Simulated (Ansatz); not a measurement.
# Calculations on CH8N2O2Si

### Relaxation

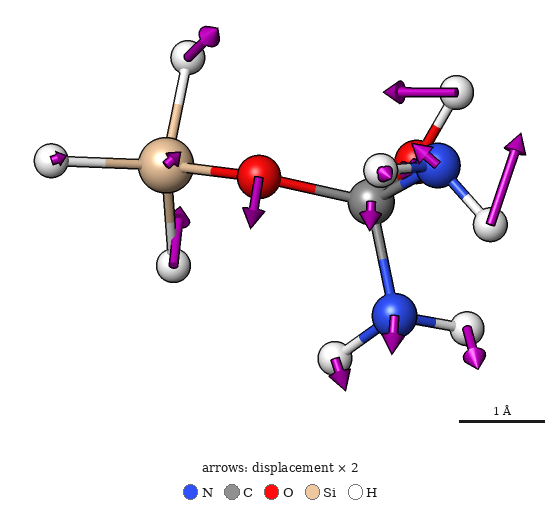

A relaxation of CH8N2O2Si. The starting structure is drawn; purple arrows show the displacements, magnified 2 times. The two geometries are superimposed by the best rigid fit.

A ball-and-stick model, seen at a tilt.

The run prepares an end point of a later path (inversion) calculation, from a guessed geometry.

These are results of RKS PBE0-D4/def2-mTZVP in Ansatz 0.2.0, not measurements.

Input
```yaml
crystal:
  periodic: [false, false, false]
  atoms:
    - { symbol: "N", position_ang: [0.1689, -1.477, -1.2554] }
    - { symbol: C, position_ang: [0.0328, -0.552, -0.1679] }
    - { symbol: "N", position_ang: [1.088, -0.9709, 0.6211] }
    - { symbol: O, position_ang: [-1.0707, -0.8394, 0.4774] }
    - { symbol: O, position_ang: [0.1875, 0.7419, -0.657] }
    - { symbol: Si, position_ang: [-0.4325, 2.0596, 0.1858] }
    - { symbol: H, position_ang: [0.7835, -0.9541, -1.9003] }
    - { symbol: H, position_ang: [0.7175, -2.1928, -0.9326] }
    - { symbol: H, position_ang: [1.2753, -0.2202, 1.3618] }
    - { symbol: H, position_ang: [0.747, -1.7372, 1.213] }
    - { symbol: H, position_ang: [-1.6429, -1.2752, -0.2242] }
    - { symbol: H, position_ang: [0.0955, 3.3049, -0.4063] }
    - { symbol: H, position_ang: [-1.9627, 2.0778, 0.0966] }
    - { symbol: H, position_ang: [-0.0002, 2.0054, 1.6166] }
basis:
  gaussian: { orbitals: def2-mTZVP }
hamiltonian:
  xc: pbe0
  dispersion: d4
relax:
  f_tol: 0.015
  max_steps: 40
```

Launched with:
```bash
ansatz run input.yaml --threads 2 --pin off --max-ram 3072MiB --backend cpu --events-out ev --progress --plain --runs-dir out
```

### What did the optimiser do to the structure, and how much energy did it gain?

After 13 geometry steps the energy has fallen by 1.159 eV. The largest force component goes from 5.2 to 0.0097 eV/Å. The atom that moves furthest after the best rigid fit is H8 (0.59 Å). By element the largest moves are H 0.59 Å, O 0.32 Å, N 0.24 Å, C 0.19 Å, Si 0.13 Å. Near-neighbour distances that change, for instance: C2–O4 1.310 → 1.415 Å, N1–H8 0.958 → 1.016 Å, N3–H9 1.071 → 1.016 Å, C2–N3 1.383 → 1.438 Å. Among the angles between lasting bonds that change: N1–C2–N3 99.5° → 114.2°, O4–C2–O5 118.1° → 110.8°, H9–N3–H10 100.5° → 106.9°. Groups turn about C2–O5 by about 25°, N1–C2 by about 20°.

### Relaxation

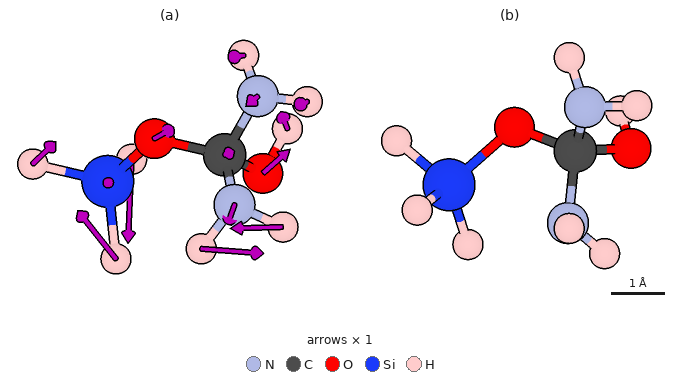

The structure of CH₈N₂O₂Si before (left) and after (right) a relaxation, at one scale. The purple arrows give the displacements, at their true length.

A ball-and-stick model, seen at a tilt.

The run prepares an end point of a later path (inversion) calculation, from a guessed geometry.

All numbers below come from Ansatz, RKS PBE0-D4/def2-mTZVP.

Input
```yaml
crystal:
  periodic: [false, false, false]
  atoms:
    - { symbol: "N", position_ang: [0.1689, -1.477, -1.2554] }
    - { symbol: C, position_ang: [0.0328, -0.552, -0.1679] }
    - { symbol: "N", position_ang: [1.088, -0.9709, 0.6211] }
    - { symbol: O, position_ang: [-1.0707, -0.8394, 0.4774] }
    - { symbol: O, position_ang: [0.1875, 0.7419, -0.657] }
    - { symbol: Si, position_ang: [-0.4325, 2.0596, 0.1858] }
    - { symbol: H, position_ang: [-0.49134, -1.08649, -1.94724] }
    - { symbol: H, position_ang: [-0.24314, -2.29256, -0.96797] }
    - { symbol: H, position_ang: [1.2753, -0.2202, 1.3618] }
    - { symbol: H, position_ang: [0.747, -1.7372, 1.213] }
    - { symbol: H, position_ang: [-1.6429, -1.2752, -0.2242] }
    - { symbol: H, position_ang: [0.0955, 3.3049, -0.4063] }
    - { symbol: H, position_ang: [-1.9627, 2.0778, 0.0966] }
    - { symbol: H, position_ang: [-0.0002, 2.0054, 1.6166] }
basis:
  gaussian: { orbitals: def2-mTZVP }
hamiltonian:
  xc: pbe0
  dispersion: d4
relax:
  f_tol: 0.015
  max_steps: 40
output:
  orbitals: {}
```

Command:
```bash
ansatz run input.yaml --threads 2 --pin off --max-ram 3072MiB --backend cpu --events-out ev --progress --plain --runs-dir out
```

Q: Describe what moved and what it gained.

A: The energy falls by 37.4 kcal/mol in 34 accepted moves (38 points after the start). Largest force component: 5.8 eV/Å at the start, 0.0087 eV/Å at the end. The line search rejected the trial steps at points 8, 18, 21, 35 of the run. The largest moves after the best rigid fit, 1.80 Å, are those of H13 and H14. By element the largest moves are H 1.80 Å, N 0.94 Å, O 0.82 Å, C 0.35 Å, Si 0.26 Å. Some distances before and after: N3–Si6 3.418 → 2.693 Å, C2–O4 1.310 → 1.411 Å, N3–H9 1.071 → 1.011 Å, N1–H8 0.958 → 1.015 Å. Bond angles that change, for instance: N1–C2–N3 99.5° → 110.6°, H9–N3–H10 100.5° → 111.2°, O4–C2–O5 118.1° → 108.2°. Groups turn about C2–O5 by about 85°, C2–O4 by about 70°. The run took 3.5 min on 2 threads of Arm Neoverse V2, with other jobs on the host, peak memory 0.41 GiB.

### Path

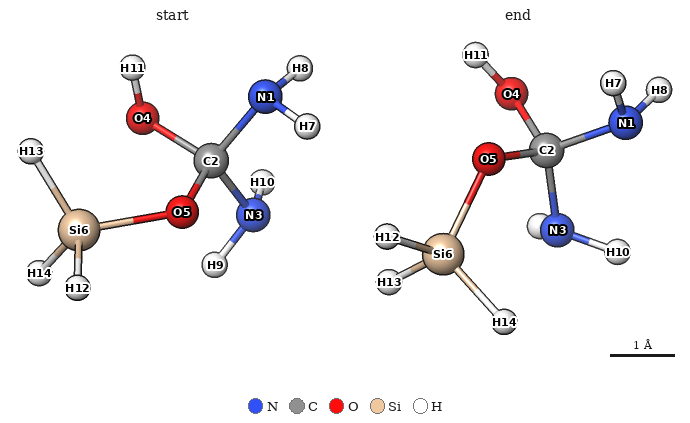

The two relaxed end points of a path for CH₈N₂O₂Si. Style: ball-and-stick. Shown from a free direction.

These are results of RKS PBE0-D4/def2-mTZVP in Ansatz 0.2.0, not measurements.

Input file:
```yaml
crystal:
  periodic: [false, false, false]
  atoms:
    - { symbol: "N", position_ang: [0.097081, -1.305254, -1.341687] }
    - { symbol: C, position_ang: [0.213354, -0.57068, -0.108061] }
    - { symbol: "N", position_ang: [1.31315, -0.981992, 0.721302] }
    - { symbol: O, position_ang: [-1.002406, -0.730475, 0.597194] }
    - { symbol: O, position_ang: [0.422109, 0.76845, -0.439856] }
    - { symbol: Si, position_ang: [-0.544947, 1.981038, 0.165081] }
    - { symbol: H, position_ang: [0.877238, -1.039155, -1.934035] }
    - { symbol: H, position_ang: [0.1971, -2.298352, -1.150859] }
    - { symbol: H, position_ang: [1.435399, -0.302026, 1.465813] }
    - { symbol: H, position_ang: [1.082068, -1.866615, 1.163744] }
    - { symbol: H, position_ang: [-1.693427, -0.808189, -0.076023] }
    - { symbol: H, position_ang: [0.035842, 3.214553, -0.417466] }
    - { symbol: H, position_ang: [-1.96238, 1.852618, -0.2657] }
    - { symbol: H, position_ang: [-0.483183, 2.056878, 1.649154] }
basis:
  gaussian: { orbitals: def2-mTZVP }
hamiltonian:
  xc: pbe0
  dispersion: d4
neb:
  order_check: false
  images: 5
  f_tol: 0.05
  max_iterations: 46
  initial_path: idpp
  final_atoms:
    - { symbol: "N", position_ang: [0.88421925, -1.21543968, -1.08720937] }
    - { symbol: C, position_ang: [-0.07536206, -0.64417771, -0.18012894] }
    - { symbol: "N", position_ang: [0.49368624, -0.49389287, 1.13038899] }
    - { symbol: O, position_ang: [-1.25092658, -1.40852591, -0.01923799] }
    - { symbol: O, position_ang: [-0.4331367, 0.60362621, -0.70603582] }
    - { symbol: Si, position_ang: [-0.19227144, 1.95842078, 0.25269205] }
    - { symbol: H, position_ang: [0.6418342, -0.95142408, -2.03573506] }
    - { symbol: H, position_ang: [0.84477814, -2.22726475, -1.01874378] }
    - { symbol: H, position_ang: [-0.04772573, -0.98655537, 1.82784394] }
    - { symbol: H, position_ang: [1.46127557, -0.78536308, 1.14583668] }
    - { symbol: H, position_ang: [-1.87131614, -1.10747152, -0.6944975] }
    - { symbol: H, position_ang: [-0.706273, 3.03823428, -0.63216241] }
    - { symbol: H, position_ang: [-0.997795, 1.95868844, 1.49990267] }
    - { symbol: H, position_ang: [1.23601124, 2.23194426, 0.54568755] }
```

Run as
```bash
ansatz run input.yaml --threads 2 --pin off --max-ram 3072MiB --backend cpu --events-out ev --progress --plain --runs-dir out
```

> Predict the minimum-energy path and its barrier.

The energy climbs by 2.16 kcal/mol to image 2 and then falls by 3.90 kcal/mol, so the end point sits at −1.74 kcal/mol. The motion is an umbrella inversion at N1. No bond forms or breaks between the ends. Among the angles between lasting bonds that change up to the highest image: C2–O5–Si6 121.7° → 127.8°, N3–C2–O5 107.3° → 109.9°. The band converged in 28 iterations. The largest component of the band force went from 1.4 to 0.049 eV/Å. The climbing image converged on the top of the path. Its vibrational analysis gives one imaginary mode (94i cm⁻¹), as a transition state must have.

Energies of the converged images:

```
image  path (Å)  E (kcal/mol)
    0      0.00          0.00
    1      1.44          1.03
    2      2.87          2.16
    3      3.61          1.71
    4      4.34          0.52
    5      5.07          0.14
    6      5.81         -1.74
```

The geometry at the top of the path:

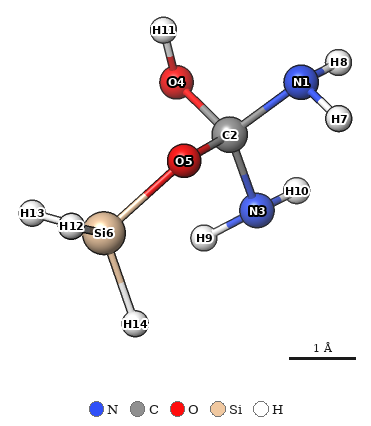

The run took 11 min on 2 threads of Arm Neoverse V2 (shared host), peak memory 0.41 GiB.
